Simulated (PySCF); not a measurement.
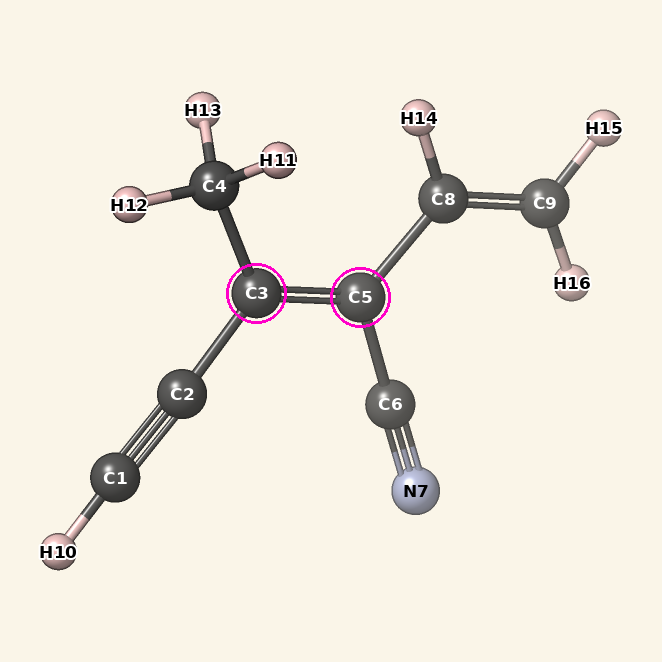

Distant atoms are faded towards the background colour. Circles mark the stereogenic atoms. The computed structure is the end point of a GFN2-xTB optimisation. No frequency run is at hand to confirm it as a minimum.

**What are the Cahn–Ingold–Prelog descriptors?**

C3=C5: Z.
